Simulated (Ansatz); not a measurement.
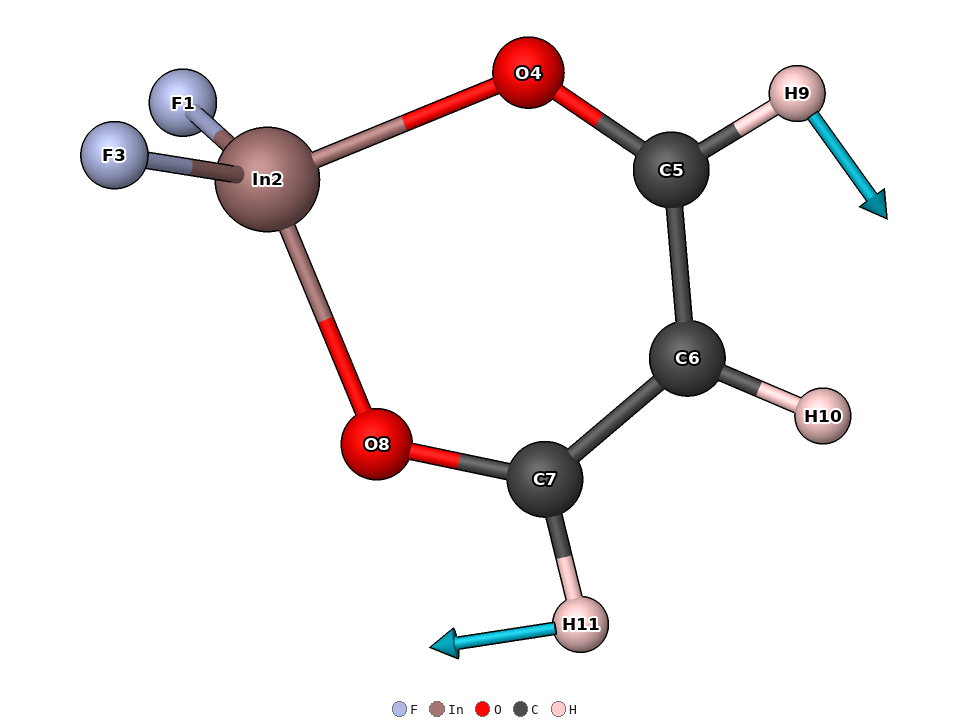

The arrows show one normal mode. Harmonic vibrations computed with RKS PBE0-D4/def2-TZVP, core potentials on In (Ansatz 0.2.0) at a stationary point of the same level.

Question: Estimate its harmonic wavenumber.

Answer: 1385 cm⁻¹; it is mode 20 of 27 counted from the lowest.
